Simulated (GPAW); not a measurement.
# STM contrast on O/Al(110)

What would a tunnelling microscope show on O/Al(110)?

Method: GPAW, PAW setups; slab in vacuum, relaxation, in the first sound run; inputs show where later runs differ, in GPAW 26.7.0.

### 1. The starting structure

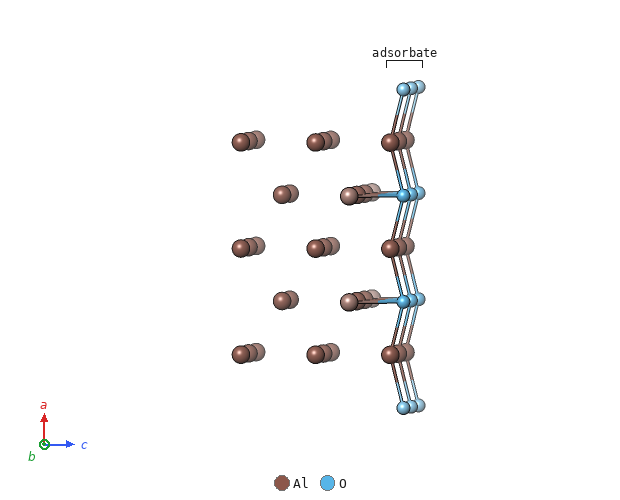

The starting structure, seen from the side, with the c axis across the page (aluminium brown, oxygen blue). 2×2×1 cells are drawn. Some periodic images of atoms are drawn too.

The cell holds 6 atoms: 5 Al and 1 O. Its edges and angles: a = 4.050 Å, b = 2.864 Å, c = 24.228 Å, α = 90.0°, β = 90.0°, γ = 90.0°. Vacuum lies along c.

### 2. Relaxation

The atoms are relaxed first, since the surface dipole, and with it the work function, follows the positions of the outer layers. The lowest 2 atoms are held at bulk positions and keep their forces.

Contents of run.py:

```python
import json
import numpy as np
from ase import Atoms
from ase.constraints import FixAtoms
from ase.optimize import BFGS
from gpaw import GPAW, PW

slab = Atoms(
    ['Al', 'Al', 'Al', 'Al', 'Al', 'O'],
    positions=[
        [0.00000, 0.00000, 9.00000],
        [2.02500, 1.43189, 10.43189],
        [0.00000, 0.00000, 11.86378],
        [2.02500, 1.43189, 13.29567],
        [0.00000, 0.00000, 14.72756],
        [2.02500, 0.00000, 15.22756]],
    cell=[[4.05, 0.0, 0.0], [0.0, 2.86378, 0.0], [0.0, 0.0, 24.22756]],
    pbc=[True, True, False])

slab.calc = GPAW(mode=PW(500), xc='PBE', kpts={'size': (8, 11, 1), 'gamma': True},
                 occupations={'name': 'fermi-dirac', 'width': 0.1}, nbands='200%',
                 convergence={'density': 1e-05}, maxiter=200,
                 poissonsolver={'dipolelayer': 'xy'},
                 symmetry={'tolerance': 1e-3, 'extra_ids': [1, 1, 0, 0, 0, 0]}, txt='slab.txt')
result = {}
slab.set_constraint(FixAtoms([0, 1]))
path = []
opt = BFGS(slab, maxstep=0.2)
opt.attach(lambda: path.append((slab.get_potential_energy(), slab.positions.tolist(), slab.get_forces().tolist())))
result['relaxed'] = bool(opt.run(fmax=0.03, steps=40))
result['path'] = path
energy = slab.get_potential_energy()
fermi = slab.calc.get_fermi_level()
v = slab.calc.get_electrostatic_potential().mean((0, 1)) - fermi
n = slab.calc.get_pseudo_density().mean((0, 1))
L = slab.cell[2, 2]
z = np.arange(len(v)) * L / len(v)
low, high = slab.positions[:, 2].min(), slab.positions[:, 2].max()
below, above = np.interp([low - 6.8, high + 6.8], z, v)
slopes = [np.interp(x, z, np.gradient(v, z)) for x in (low - 6.8, high + 6.8)]
eps = np.array([[slab.calc.get_eigenvalues(k, s) for k in range(len(slab.calc.get_ibz_k_points()))]
                for s in range(slab.calc.get_number_of_spins())]) - fermi
top, bottom = eps[eps < 0].max(), eps[eps > 0].min()
dipole = slab.get_dipole_moment()[2]
print(f'energy {energy:.4f} eV, Fermi level {fermi:.4f} eV, dipole {dipole:.5f} e A')
print(f'potential 6.8 A off the faces, from the Fermi level: lower {below:.4f} eV, upper {above:.4f} eV')
print(f'slope of the potential there: lower {slopes[0]:.5f}, upper {slopes[1]:.5f} eV/A')
print(f'nearest levels on the mesh: {top:.4f} and {bottom:.4f} eV')
print('magnetic moment', round(slab.get_magnetic_moment(), 3))
result.update(energy=energy, fermi=fermi, dipole=dipole, below=below, above=above, slopes=slopes, edges=[top, bottom],
              z=z.tolist(), v=v.tolist(), n=n.tolist(), positions=slab.positions.tolist(),
              forces=slab.get_forces(apply_constraint=False).tolist(), moments=slab.get_magnetic_moments().tolist())
json.dump(result, open('result.json', 'w'))
```

The run is started by

```console
OMP_NUM_THREADS=1 OPENBLAS_NUM_THREADS=1 python run.py
```

The program printed:

```text
Step          Energy          fmax
BFGS:    0      -24.462969        2.269423
BFGS:    1      -24.575210        2.379150
BFGS:    2      -25.174755        2.034023
BFGS:    3      -25.500686        0.767414
BFGS:    4      -25.518175        0.985419
BFGS:    5      -25.587071        1.149681
BFGS:    6      -25.660554        0.568745
BFGS:    7      -25.652115        0.870437
BFGS:    8      -25.688387        0.508643
BFGS:    9      -25.693181        0.492456
BFGS:   10      -25.724192        0.211664
BFGS:   11      -25.727502        0.146341
BFGS:   12      -25.728743        0.088636
BFGS:   13      -25.728965        0.085609
BFGS:   14      -25.729631        0.094025
BFGS:   15      -25.730742        0.140618
BFGS:   16      -25.732661        0.156057
BFGS:   17      -25.734283        0.095289
BFGS:   18      -25.734749        0.020823
energy -25.6994 eV, Fermi level -0.2787 eV, dipole 0.00435 e A
potential 6.8 A off the faces, from the Fermi level: lower 3.8966 eV, upper 3.8288 eV
slope of the potential there: lower -0.00001, upper 0.00038 eV/A
nearest levels on the mesh: -0.0443 and 0.0229 eV
magnetic moment 0.0
```

It took 21 min on 1 thread of Arm Neoverse V2, shared host; peak memory 0.33 GiB.

The steps of the relaxation:

| step | energy less that of the first step (eV) | largest force (eV/Å) |
| --- | --- | --- |
| 1 | 0.0000 | 2.2694 |
| 2 | -0.1138 | 2.3792 |
| 3 | -0.7273 | 2.0340 |
| 4 | -1.0566 | 0.7674 |
| 5 | -1.0732 | 0.9854 |
| 6 | -1.1395 | 1.1497 |
| 7 | -1.2130 | 0.5687 |
| 8 | -1.2042 | 0.8704 |
| 9 | -1.2414 | 0.5086 |
| 10 | -1.2461 | 0.4925 |
| 11 | -1.2760 | 0.2117 |
| 12 | -1.2791 | 0.1463 |
| 13 | -1.2802 | 0.0886 |
| 14 | -1.2804 | 0.0856 |
| 15 | -1.2811 | 0.0940 |
| 16 | -1.2823 | 0.1406 |
| 17 | -1.2845 | 0.1561 |
| 18 | -1.2863 | 0.0953 |
| 19 | -1.2869 | 0.0208 |

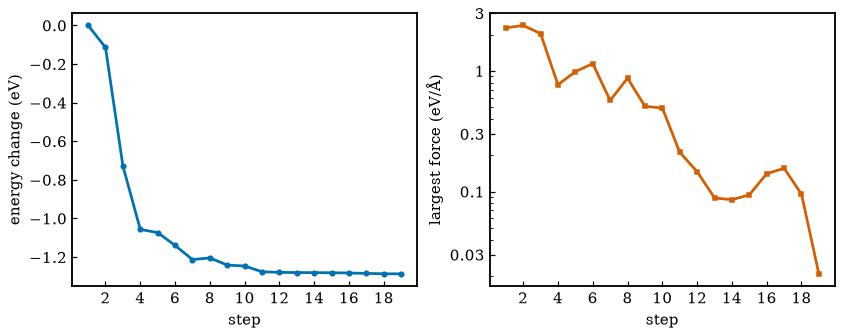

Energy and largest force along the relaxation.

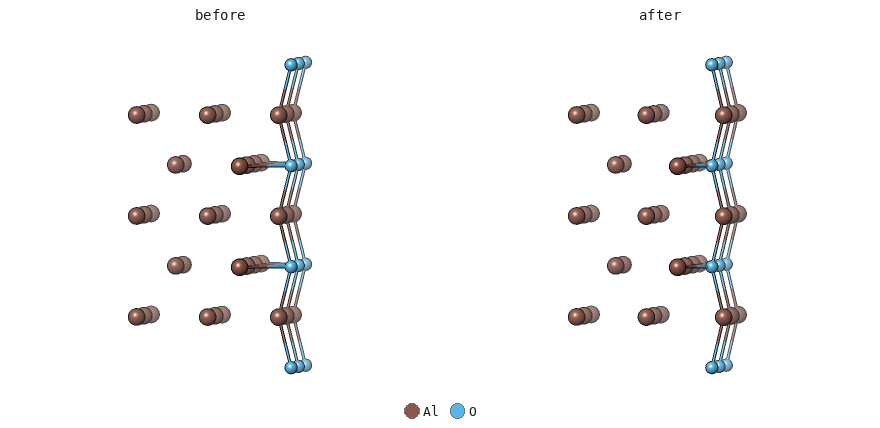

The structure before and after the relaxation, drawn at the same scale.

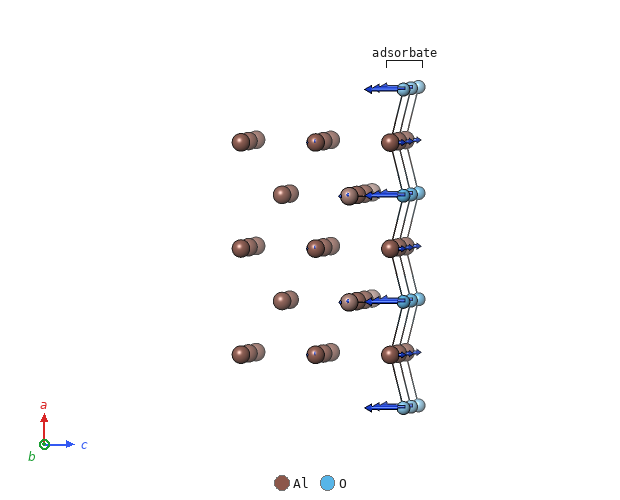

Displacements in the relaxation, exaggerated; the longest in the cell stands for 0.78 Å. 2×2×1 cells are drawn. Some periodic images of atoms are drawn too.

The atoms that moved most (Å):

| atom | dx | dy | dz | length |
| --- | --- | --- | --- | --- |
| O6 | 0.000 | 0.000 | -0.777 | 0.777 |
| Al5 | 0.000 | 0.000 | 0.200 | 0.200 |
| Al4 | 0.000 | 0.000 | -0.078 | 0.078 |
| Al3 | 0.000 | 0.000 | -0.052 | 0.052 |

Final coordinates:

```
Al O
1.0
     4.05000    0.00000    0.00000
     0.00000    2.86378    0.00000
     0.00000    0.00000   24.22756
Al O
5 1
Cartesian
  0.0000 0.0000 9.0000
  2.0250 1.4319 10.4319
  0.0000 0.0000 11.8117
  2.0250 1.4319 13.2182
  0.0000 0.0000 14.9279
  2.0250 0.0000 14.4506
```

Numbers from this step:

| Item | Value |
| --- | --- |
| dipole along the normal | 0.004349 e·Å |
| levels nearest the Fermi level on the mesh | -0.04430, 0.02287 eV from the Fermi level |
| upper work function | 3.829 eV |
| lower work function | 3.897 eV |

The electrostatic potential energy of an electron (without an applied field's), less the Fermi level, planar mean oscillates, so the rows of the table below give means over windows of 1.36 Å about each position, cut where the curve ends. Its maxima inside the range that stand out by 2 % of the span (Å: eV): 9.7: -5.03, 11.1: -5.63, 12.5: -5.29, 13.9: -4.93. Its minima: 9.0: -8.96, 10.5: -9.45, 11.8: -9.48, 13.2: -9.67, 14.5: -13.8.

Table of electrostatic potential energy of an electron (without an applied field's), less the Fermi level, planar mean by z; means over each step:

| z (Å) | electrostatic potential energy of an electron (without an applied field's), less the Fermi level, planar mean (eV) |
| --- | --- |
| 0.68 | 3.89 |
| 2.04 | 3.90 |
| 3.40 | 3.90 |
| 4.76 | 3.90 |
| 6.12 | 3.86 |
| 7.48 | 2.77 |
| 8.84 | -5.72 |
| 10.20 | -7.24 |
| 11.56 | -7.46 |
| 12.92 | -7.39 |
| 14.28 | -9.30 |
| 15.64 | -2.07 |
| 17.00 | 3.51 |
| 18.36 | 3.82 |
| 19.72 | 3.83 |
| 21.08 | 3.83 |
| 22.44 | 3.83 |
| 23.80 | 3.83 |

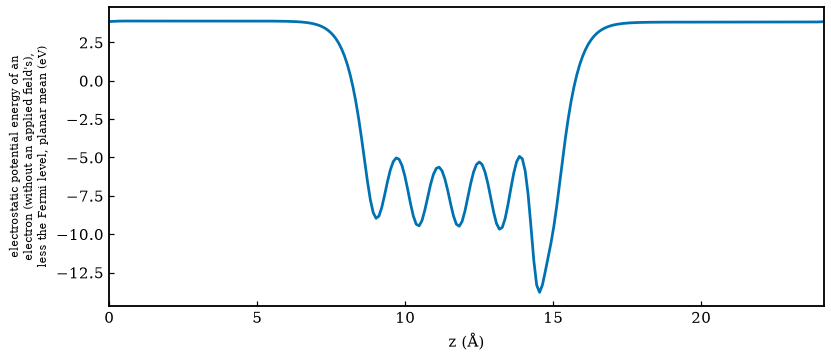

Electrostatic potential energy of an electron (without an applied field's), less the Fermi level, planar mean, plotted against z.

The pseudo valence density, planar mean oscillates, so the rows of the table below give means over windows of 2.5 Å about each position, cut where the curve ends. Its maxima inside the range that stand out by 2 % of the span (Å: e/Å³): 9.9: 0.201, 11.0: 0.205, 12.4: 0.213, 14.5: 0.707. Its minima: 10.5: 0.154, 11.8: 0.155, 13.2: 0.131.

Pseudo valence density, planar mean against z; means over each step:

| z (Å) | pseudo valence density, planar mean (e/Å³) |
| --- | --- |
| 2.5 | 0 |
| 5.0 | 2.0e-4 |
| 7.5 | 0.0439 |
| 10.0 | 0.173 |
| 12.5 | 0.182 |
| 15.0 | 0.319 |
| 17.5 | 0.00648 |
| 20.0 | 1.7e-5 |

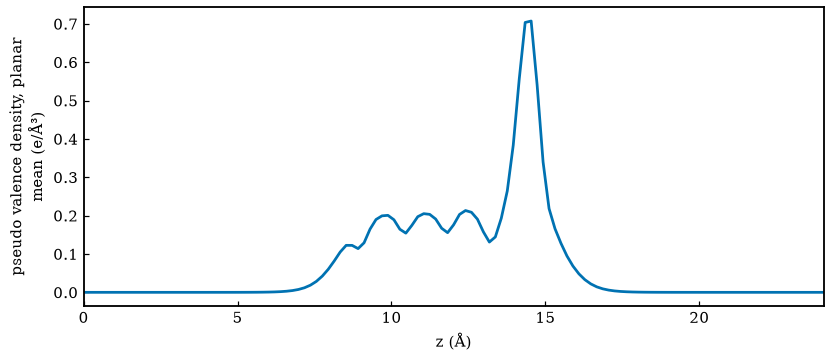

Pseudo valence density, planar mean against z.

The relaxation lowered the energy of the cell by 1.29 eV (energies extrapolated to zero smearing; the optimiser's log prints free energies). The largest force left on a free atom is 0.021 eV/Å.

### 3. The slab's potential

With the geometry fixed, the planar mean of the potential gives the vacuum level on each side.

This step: GPAW, PAW setups; slab in vacuum (GPAW 26.7.0).

Changes to run.py since step 2:

```diff
@@ -3,4 +3,3 @@
 from ase import Atoms
-from ase.constraints import FixAtoms
-from ase.optimize import BFGS
+from ase.dft.stm import STM
 from gpaw import GPAW, PW
@@ -12,6 +11,6 @@
         [2.02500, 1.43189, 10.43189],
-        [0.00000, 0.00000, 11.86378],
-        [2.02500, 1.43189, 13.29567],
-        [0.00000, 0.00000, 14.72756],
-        [2.02500, 0.00000, 15.22756]],
+        [0.00000, 0.00000, 11.81173],
+        [2.02500, 1.43189, 13.21816],
+        [0.00000, 0.00000, 14.92786],
+        [2.02500, -0.00000, 14.45060]],
     cell=[[4.05, 0.0, 0.0], [0.0, 2.86378, 0.0], [0.0, 0.0, 24.22756]],
@@ -23,10 +22,4 @@
                  poissonsolver={'dipolelayer': 'xy'},
-                 symmetry={'tolerance': 1e-3, 'extra_ids': [1, 1, 0, 0, 0, 0]}, txt='slab.txt')
+                 symmetry={'tolerance': 1e-3}, txt='slab.txt')
 result = {}
-slab.set_constraint(FixAtoms([0, 1]))
-path = []
-opt = BFGS(slab, maxstep=0.2)
-opt.attach(lambda: path.append((slab.get_potential_energy(), slab.positions.tolist(), slab.get_forces().tolist())))
-result['relaxed'] = bool(opt.run(fmax=0.03, steps=40))
-result['path'] = path
 energy = slab.get_potential_energy()
@@ -52,2 +45,16 @@
               forces=slab.get_forces(apply_constraint=False).tolist(), moments=slab.get_magnetic_moments().tolist())
+
+# Images need the states of the whole zone, up to time reversal
+slab.calc = slab.calc.fixed_density(symmetry={'point_group': False}, txt='states.txt', nbands='320%',
+                                    convergence={'bands': 'CBM+2.3'})
+stm = STM(slab)
+result['stm'] = []
+for bias in [-1.5, 2.0]:
+    height = high + 3.5
+    current = stm.get_averaged_current(bias, height)
+    x, y, h = stm.scan(bias, current)
+    i, f = divmod(height / L * stm.ldos.shape[2], 1)
+    I = abs((1 - f) * stm.ldos[:, :, int(i)] + f * stm.ldos[:, :, int(i) + 1])
+    print(f'bias {bias} V: mean current at 3.5 A {current:.4e}, corrugation {np.ptp(h):.4f} A')
+    result['stm'].append(dict(bias=bias, current=current, h=(h - high).tolist(), I=I.tolist()))
 json.dump(result, open('result.json', 'w'))
```

The program printed:

```text
energy -25.6994 eV, Fermi level -0.2787 eV, dipole 0.00436 e A
potential 6.8 A off the faces, from the Fermi level: lower 3.8966 eV, upper 3.8288 eV
slope of the potential there: lower -0.00001, upper 0.00038 eV/A
nearest levels on the mesh: -0.0443 and 0.0229 eV
magnetic moment 0.0
bias -1.5 V: mean current at 3.5 A 4.8159e-05, corrugation 0.3666 A
bias 2.0 V: mean current at 3.5 A 4.8576e-04, corrugation 0.4475 A
```

Wall time 2.7 min (1 thread); peak memory 0.62 GiB.

This step gave:

- dipole along the normal: 0.004356 e·Å
- corrugation -1.5: 0.3666 Å
- corrugation 2: 0.4475 Å

The electrostatic potential energy of an electron (without an applied field's), less the Fermi level, planar mean oscillates, so the rows of the table below give means over windows of 1.36 Å about each position, cut where the curve ends. Its maxima inside the range that stand out by 2 % of the span (Å: eV): 9.7: -5.03, 11.1: -5.63, 12.5: -5.29, 13.9: -4.93. Its minima: 9.0: -8.96, 10.5: -9.45, 11.8: -9.48, 13.2: -9.67, 14.5: -13.8.

The electrostatic potential energy of an electron (without an applied field's), less the Fermi level, planar mean by z; means over each step:

(Unchanged from step 2.)

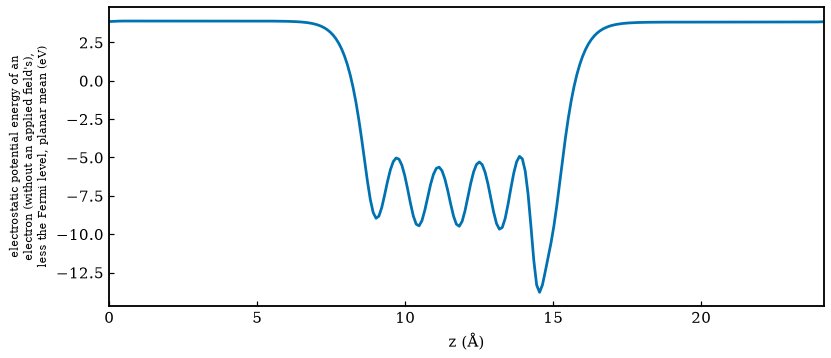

Electrostatic potential energy of an electron (without an applied field's), less the Fermi level, planar mean against z.

The pseudo valence density, planar mean oscillates, so the rows of the table below give means over windows of 2.5 Å about each position, cut where the curve ends. Its maxima inside the range that stand out by 2 % of the span (Å: e/Å³): 9.9: 0.201, 11.0: 0.205, 12.4: 0.213, 14.5: 0.707. Its minima: 10.5: 0.154, 11.8: 0.155, 13.2: 0.131.

Pseudo valence density, planar mean against z; means over each step:

| z (Å) | pseudo valence density, planar mean (e/Å³) |
| --- | --- |
| 2.5 | 0 |
| 5.0 | 2.0e-4 |
| 7.5 | 0.0439 |
| 10.0 | 0.173 |
| 12.5 | 0.182 |
| 15.0 | 0.319 |
| 17.5 | 0.00648 |
| 20.0 | 1.7e-5 |

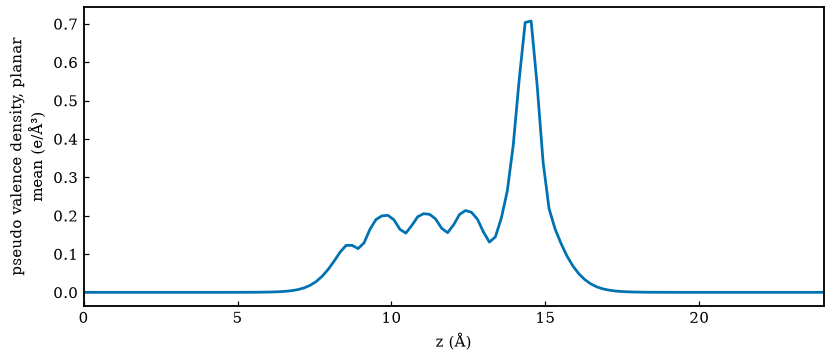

Pseudo valence density, planar mean, plotted against z.

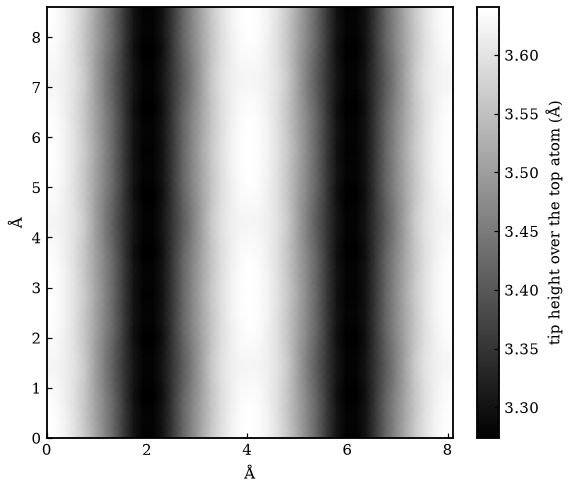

Tip height over the top atom over a1 and a2. Sample bias -1.5 V, constant current at the mean current 3.5 Å over the top atom. The cell is repeated, with its origin at the lower left corner.

(Continued in part 2 of 2.)

[Logs are printed without paths, hosts, clocks, repeated set-up lines and the standing remarks that a program may print on its own settings, such as how far it seeks lower states.]

[Hosts, paths, dates, database ids (printed as entryN), source tags and the programs' standing remarks are cut or masked in the printed files.]
